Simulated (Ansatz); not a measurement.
The cell of As (R-3m). Source of the atomic positions: the geometry relaxed at fixed volume with DFT r2SCAN, scalar-relativistic, plane waves, PAW (Ansatz).

```
As
1.0
     3.58634    0.00000    0.00000
    -1.79317    3.10586    0.00000
     0.00000    0.00000   15.37249
As
6
Cartesian
  0.0000 2.0706 13.4937
  0.0000 0.0000 12.1271
  0.0000 0.0000 3.2454
  1.7932 1.0353 1.8788
  1.7932 1.0353 8.3695
  0.0000 2.0706 7.0030
```

Q: Take as void every point where the procrystal density (the sum of the densities of spherically averaged neutral Hartree-Fock atoms) is below 0.01 e/bohr³. What do the voids look like?

A: The voids take about 33 % of the cell (57 Å³ of 171.2 Å³) and are bounded by about 85 Å² of surface per cell. Where they connect, they form a two-dimensional network in layers parallel to (001).

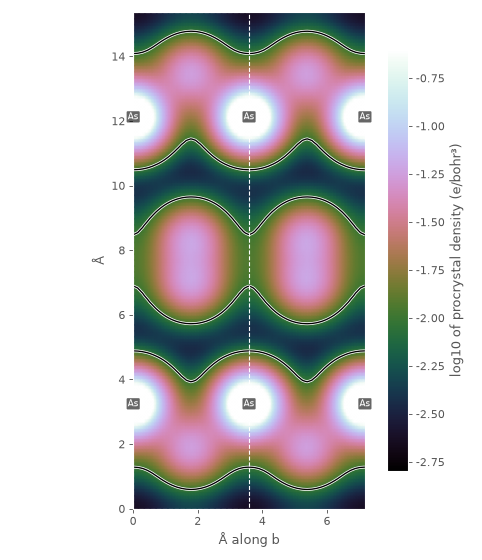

The procrystal density on the section x = 0.000 (parallel to b and c; the dashed line is one cell); the black line bounds the voids.
